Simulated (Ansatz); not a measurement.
# CBrCuO (SMILES O=[C+][Cu-][Br]): what the fields show

The calculation's input:

```
crystal:
  periodic: [false, false, false]
  atoms:
    - {symbol: C, position_ang: [0.000000, 0.000000, -1.156357]}
    - {symbol: Br, position_ang: [0.000000, 0.000000, 2.826792]}
    - {symbol: Cu, position_ang: [0.000000, 0.000000, 0.625380]}
    - {symbol: O, position_ang: [0.000000, 0.000000, -2.295814]}
basis:
  gaussian: {orbitals: def2-TZVPD}
hamiltonian: {xc: pbe0}
output: {forces: true, orbitals: {seedname: orbitals}}
```

Launched as:

```sh
ansatz run input.yaml --threads 2 --pin off --max-ram 4350MiB --events-out events.jsonl --progress --plain --runs-dir runs
```

Geometry: r2SCAN-D4/def2-SVP.

Theory: isolated molecule in a Gaussian basis; Kohn-Sham density functional theory, functional PBE0 (Ansatz 0.2.0).

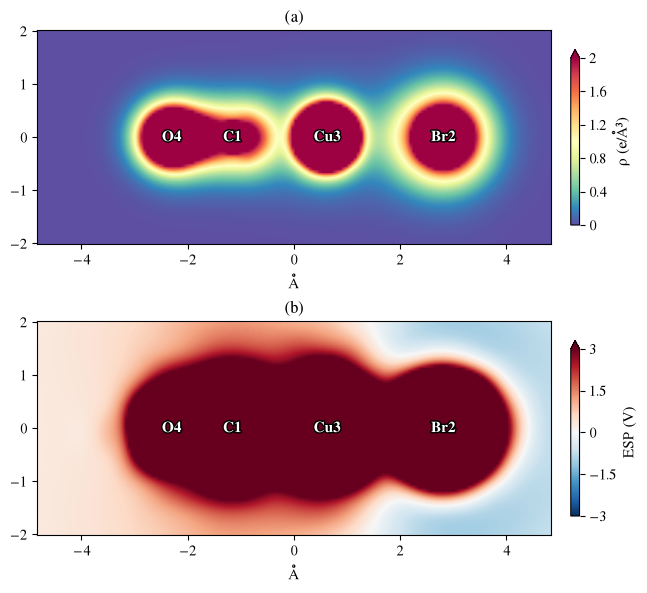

Figure 1. (a) electron density; (b) molecular electrostatic potential on a plane that holds the molecular axis.

Read the bonding off the picture.

The section cuts through C, Br, Cu and O sites. C–O (1.14 Å): ρ at the midpoint is about 4.1 e/Å³. C–Cu (1.78 Å): ρ at the midpoint is about 0.96 e/Å³. Cu–Br (2.20 Å): the density is about 0.7 e/Å³ at the midpoint. Outside the dense part of the molecule the potential is most negative (−1.0 V) near Br2.

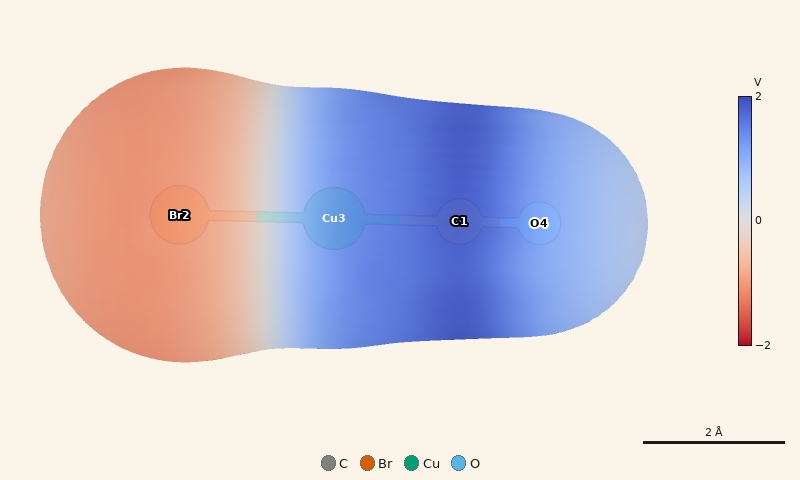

Figure 2. The molecular electrostatic potential painted on the density surface at 0.002 e/bohr³, seen at a tilt; the colour scale runs from red (negative) to blue (positive).

Which sites attract a positive test charge, and which a negative one?

A positive charge is drawn to the negative regions and a negative charge to the positive ones. The most negative region (about −1.0 V) lies over Br2, the most positive (about +1.8 V) over C1.

What dipole moment does the calculation give?

Its dipole moment is 4.56 D.

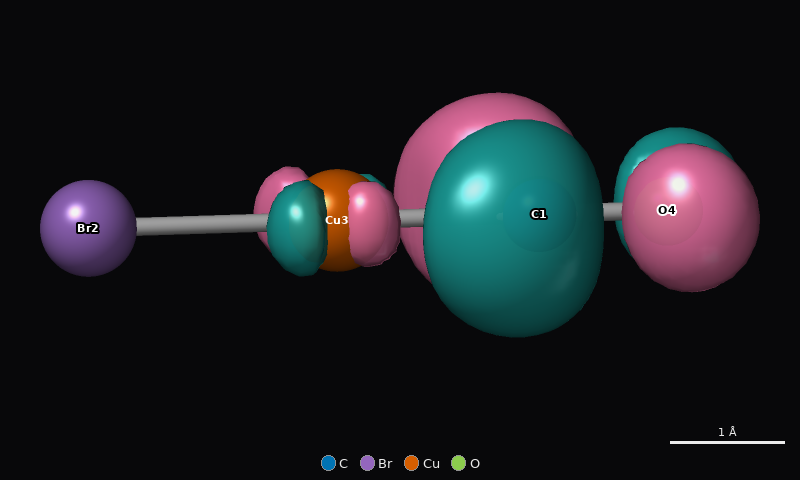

Figure 3. The LUMO at ±0.15 Å⁻³ᐟ² (teal and pink are the two phases), seen from one side.

Where does this orbital lie, and at what energy?

It lies mainly on C1 (about 50 %), O4 (about 25 %) and Cu3 (about 25 %). It is one of a degenerate set, so its orientation is arbitrary. Its energy is −2.74 eV.
